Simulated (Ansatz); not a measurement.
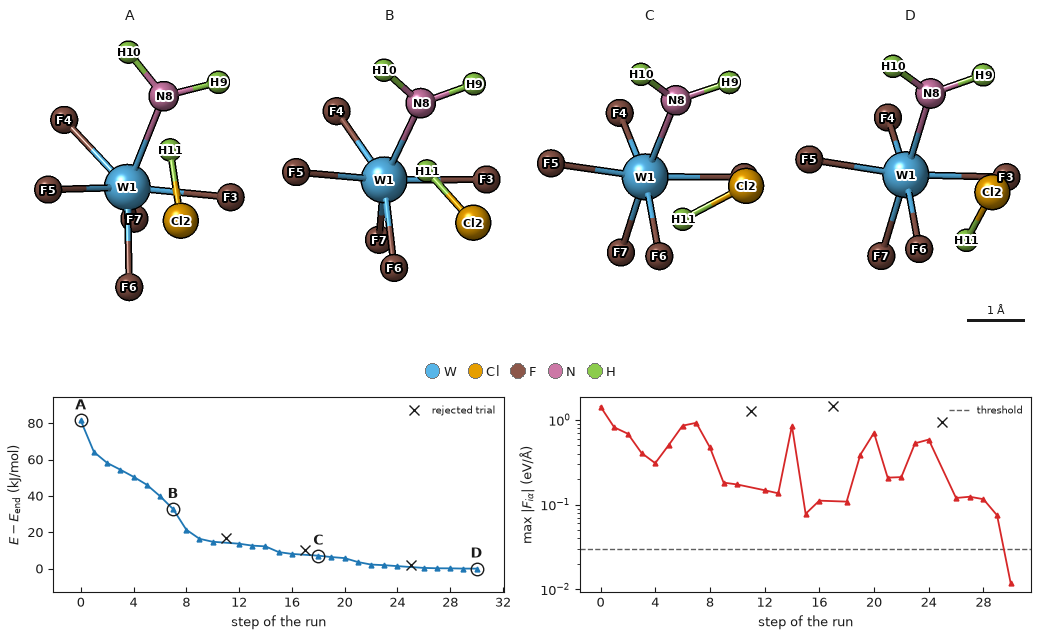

Frames of a relaxation of WNH3ClF5, marked on the history of the run. A ball-and-stick model, seen from a free direction.

The run prepares an end point of a later path (reaction) calculation, from a guessed geometry.

Computed with RHF/def2-SVP (Ansatz).

The input:
```yaml
crystal:
  periodic: [false, false, false]
  atoms:
    - { symbol: W, position_ang: [0.254494, 0.308527, -0.331374] }
    - { symbol: Cl, position_ang: [0.497004, -0.505187, 3.166357] }
    - { symbol: F, position_ang: [1.913921, -0.473691, -0.122907] }
    - { symbol: F, position_ang: [-0.280322, 1.797194, -1.285981] }
    - { symbol: F, position_ang: [-1.225796, 0.76257, 0.654454] }
    - { symbol: F, position_ang: [-0.367072, -1.36644, 0.093985] }
    - { symbol: F, position_ang: [0.414763, -0.291648, -2.061034] }
    - { symbol: "N", position_ang: [1.268301, 1.636792, 0.796997] }
    - { symbol: H, position_ang: [2.263964, 1.542743, 0.886617] }
    - { symbol: H, position_ang: [0.934733, 2.585928, 0.831245] }
    - { symbol: H, position_ang: [0.789409, 0.736413, 2.81934] }
basis:
  gaussian: { orbitals: def2-SVP }
hamiltonian:
  xc: hf
relax:
  f_tol: 0.03
  max_steps: 50
```

Command:
```bash
ansatz run input.yaml --threads 4 --pin off --max-ram 5120MiB --backend cpu --events-out ev --progress --plain --runs-dir out
```

> Describe the path.

The largest move after the best rigid fit is that of H11, 1.64 Å. By element the largest moves are H 1.64 Å, F 1.15 Å, Cl 0.96 Å, W 0.30 Å, N 0.24 Å. Some distances before and after: W1–Cl2 3.599 → 4.488 Å, W1–N8 2.016 → 1.904 Å, Cl2–H11 1.322 → 1.275 Å, W1–F6 1.837 → 1.862 Å. Bond angles that change, for instance: F7–W1–N8 134.3° → 178.3°, F3–W1–F4 131.3° → 90.8°, F5–W1–F7 131.0° → 94.7°. Over 27 accepted moves (30 points after the start) the energy falls by 81.5 kJ/mol. The largest force component goes from 1.4 to 0.012 eV/Å. The line search rejected the trial steps at points 11, 17, 25 of the run. The run took 72 s on 4 threads of Arm Neoverse V1, on a shared host, peak memory 0.46 GiB. From step 0 to 7: Cl2 moves most (1.28 Å), energy −48.7 kJ/mol. From step 7 to 18: H11 moves most (0.86 Å), energy −25.6 kJ/mol. From step 18 to 30: H11 moves most (0.97 Å), energy −7.12 kJ/mol.

```
step  E − E(0), kJ/mol  largest force component, eV/Å      note
   0              0.00                         1.4374          
   1            -17.33                         0.8192          
   2            -23.35                         0.6873          
   3            -27.06                         0.4075          
   4            -30.98                         0.3088          
   5            -35.33                         0.5081          
   6            -41.57                         0.8560          
   7            -48.72                         0.9248          
   8            -60.06                         0.4744          
   9            -65.07                         0.1820          
  10            -66.70                         0.1730          
  11            -64.89                         1.2856  rejected
  12            -67.77                         0.1480          
  13            -68.83                         0.1360          
  14            -69.23                         0.8502          
  15            -72.38                         0.0779          
  16            -73.39                         0.1114          
  17            -71.47                         1.4757  rejected
  18            -74.36                         0.1085          
  19            -75.11                         0.3879          
  21            -77.84                         0.2083          
  22            -79.24                         0.2114          
  23            -79.58                         0.5298          
  24            -80.10                         0.5863          
  25            -79.26                         0.9365  rejected
  26            -81.08                         0.1198          
  27            -81.28                         0.1239          
  28            -81.32                         0.1160          
  29            -81.45                         0.0749          
  30            -81.47                         0.0117
```

Limits of the set-up: the start holds two separate molecules, 2.3 Å apart at their closest, whose relative position is a soft coordinate and is computed without a dispersion correction; Hartree-Fock leaves out electron correlation.
